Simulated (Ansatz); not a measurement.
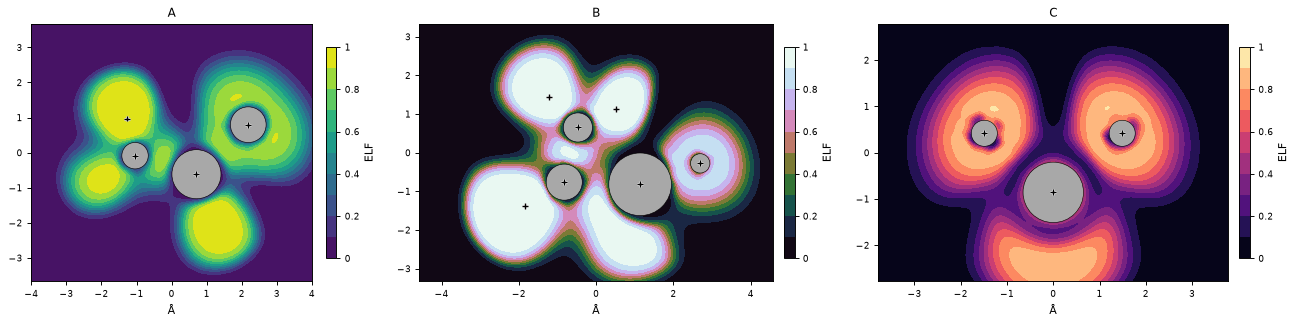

The electron localisation function of 3 systems, each on a plane through atoms (crosses mark nuclei in the plane; grey discs cover the cores).

All numbers below come from Ansatz 0.2.0, RKS PBE0-D4/def2-TZVPP.

System 1: C$_{2}$H$_{5}$ClSi, the plane of atoms Cl1, Si2 and C3. Geometry: PBE0-D4/def2-TZVP.

```xyz
9

Cl   -0.7596   -0.5218   -2.5588
Si   -0.3574    0.5067   -0.8396
C     0.9553   -0.0938    0.2829
C    -0.5086   -0.3410    0.7735
H    -0.6555    1.9400   -1.0061
H     1.5158   -0.9844    0.0169
H     1.5436    0.6129    0.8599
H    -0.8233   -1.3793    0.8017
H    -0.8216    0.2142    1.6523
```

System 2: CH$_{3}$AlBF, the molecular plane. Geometry: PBE0-D4/def2-TZVP.

```yaml
atoms:
  - { symbol: F, position_ang: [-1.0018, -1.9249, 1.6170] }
  - { symbol: Al, position_ang: [-0.5411, -1.2866, 0.1710] }
  - { symbol: B, position_ang: [0.1713, 0.0116, -1.1186] }
  - { symbol: C, position_ang: [0.2908, 0.7284, 0.1458] }
  - { symbol: H, position_ang: [0.4265, 0.2509, -2.2486] }
  - { symbol: H, position_ang: [0.0192, 0.4131, 1.1698] }
  - { symbol: H, position_ang: [0.6965, 1.7398, 0.2178] }
```

System 3: H$_{3}$O$_{2}$Sb (SMILES [OH][SbH][OH]), the plane of atoms O1, Sb2 and O3. Geometry: PBE0-D4/def2-TZVP; core potentials replace the inner electrons of Sb.

```
atom    x (Å)    y (Å)    z (Å)
   O  -1.4537  -0.2466  -0.4507
  Sb   0.4276   0.2365  -0.7271
   O   1.0706   0.0074   1.1122
   H  -1.6418  -1.1316  -0.7731
   H   0.0729   1.8792  -0.4212
   H   1.5666  -0.8088   1.2136
```

Which map belongs to which system?

Answer. Panel A is system 1, C$_{2}$H$_{5}$ClSi: the plane holds Cl, Si, C and H. C–Si (1.83 Å): the ELF peaks at about 0.85 between the atoms (localised, covalent bonding). Panel B is system 2, CH$_{3}$AlBF: the plane holds F, Al, B, C and H. C–B (1.46 Å): the ELF peaks at about 0.95 between the atoms: localised, covalent bonding. Panel C is system 3, H$_{3}$O$_{2}$Sb: the plane holds O and Sb. Sb–O (1.96 Å): the ELF peaks at about 0.85 in the valence shell of O, 0.6 Å from its nucleus, and drops to about 0.15 between the two atoms.
